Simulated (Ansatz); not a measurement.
**SiH3Br (SMILES [SiH3]Br): r2SCAN/STO-3G**

What is the vertical ionisation energy of SiH3Br at r2SCAN/STO-3G? 

Program for the calculation: Ansatz 0.2.0.

56 further runs of the same task are left out: 6 that didn't finish, 50 set aside as unsound or not needed.

## 1. The structure to begin with

The species is SiH3Br (5 atoms), meant as a singlet with charge 0. SMILES: `[SiH3]Br`. Geometry: relaxed at PBE0-D4/def2-TZVP.

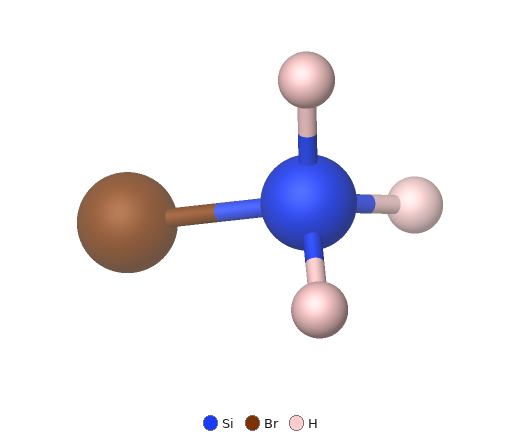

The structure, seen from a chosen angle (silicon blue, bromine brown, hydrogen pink).

## 2. A single-point energy at r2SCAN/STO-3G

job.yaml reads:

```yaml
crystal:
  periodic: [false, false, false]
  atoms:
    - {symbol: Si, position_ang: [-0.147420, 0.056100, -0.043220]}
    - {symbol: Br, position_ang: [1.853020, -0.705130, 0.543250]}
    - {symbol: H, position_ang: [-1.064550, -0.105170, 1.107850]}
    - {symbol: H, position_ang: [-0.625550, -0.731350, -1.202270]}
    - {symbol: H, position_ang: [-0.015510, 1.485560, -0.405610]}
basis:
  gaussian: {orbitals: STO-3G}
total_charge: 0
magnetization: {spin_polarized: false}
hamiltonian: {xc: {name: r2SCAN}}
accuracy: high
```

Started as:

```
$ ansatz run job.yaml --threads 1 --pin off --max-ram 3480MiB --events-out events.jsonl --progress --plain --runs-dir runs
```

The program printed:

```text
Warning: RAYON_NUM_THREADS=1 ignored (pool sized by the plan → 1); use --threads N
Functional definition: r2SCAN
  name "r2SCAN"
  parameter k0 = 0.174
  parameter k1 = 0.065
  parameter a1 = 4.9479
  exchange = r2scan_x(k0 = k0, k1 = k1, a1 = a1)
  correlation = r2scan_c
441 factors; integrals over basis functions are off by at most 9.1e-9 eV
mean field evaluation 1: about -77116.7323 eV, gradient 1.9e1 eV
mean field evaluation 2: about -77116.8873 eV, gradient 1.7e1 eV
mean field evaluation 4: about -77118.1025 eV, gradient 1.6e-1 eV
mean field evaluation 8: about -77118.0532 eV, gradient 1.2e-3 eV
mean field -77118.05318589 eV, -2834.0361820876 hartree, gradient 1.3e-8 eV, S^2 0.000000; 0 other end points of the search recorded, 0 dependent functions left out
reference -77118.05318626 eV, -2834.0361821011 hartree; 26, 26 occupied and 4, 4 virtual orbitals, 441 factors
Total energy: -77118.05318626 eV, -2834.0361821011 hartree
```

Wall time 3.6 s (1 thread of Arm Neoverse V1, shared host); peak memory 0.15 GiB.

## 3. The doublet cation

job.yaml reads:

```yaml
basis:
  gaussian:
    orbitals: STO-3G
crystal:
  periodic: [false, false, false]
  atoms:
    - symbol: Si
      position_ang: [-0.147420, 0.056100, -0.043220]
    - symbol: Br
      position_ang: [1.853020, -0.705130, 0.543250]
    - symbol: H
      position_ang: [-1.064550, -0.105170, 1.107850]
    - symbol: H
      position_ang: [-0.625550, -0.731350, -1.202270]
    - symbol: H
      position_ang: [-0.015510, 1.485560, -0.405610]
hamiltonian:
  xc: {name: r2SCAN}
accuracy: high
magnetization:
  spin_polarized: true
  initial_magnetization: 1
total_charge: 1
```

Started as:

```
$ ansatz run job.yaml --threads 1 --pin off --max-ram 3480MiB --events-out events.jsonl --progress --plain --runs-dir runs
```

The program printed, shortened:

```text
Warning: RAYON_NUM_THREADS=1 ignored (pool sized by the plan → 1); use --threads N
[... 7 set-up lines as earlier in the session ...]
441 factors; integrals over basis functions are off by at most 9.1e-9 eV
mean field evaluation 1: about -77108.5972 eV, gradient 1.0e1 eV
mean field evaluation 2: about -77108.1976 eV, gradient 1.2e1 eV
mean field evaluation 4: about -77109.5194 eV, gradient 1.4e0 eV
mean field evaluation 8: about -77109.4977 eV, gradient 2.5e-2 eV
mean field evaluation 16: about -77109.4977 eV, gradient 7.7e-5 eV
mean field evaluation 32: about -77109.4977 eV, gradient 2.5e-5 eV
mean field evaluation 64: about -77109.4968 eV, gradient 1.9e-1 eV
mean field -77109.49770760 eV, -2833.7217740597 hartree, gradient 1.0e-8 eV, S^2 0.752045; 4 other end points of the search recorded, 0 dependent functions left out
reference -77109.49770838 eV, -2833.7217740881 hartree; 26, 25 occupied and 4, 5 virtual orbitals, 441 factors
Total energy: -77109.49770838 eV, -2833.7217740881 hartree
```

Run time: 49 s. Hardware: 1 thread of Arm Neoverse V1, shared host; peak memory 0.25 GiB.

## 4. What came out

At r2SCAN/STO-3G:

| quantity | value |
| --- | --- |
| singlet SiH3Br: total energy | -2834.03618 Eh |
| doublet cation: total energy | -2833.72177 Eh |
| doublet cation: ⟨S²⟩ | 0.752 |
| vertical ionisation energy (to the doublet cation) | 8.555 eV |

What this shows: The vertical ionisation energy comes to 8.56 eV (825 kJ/mol). In a minimal basis such a difference can be off by several eV, whatever the method.
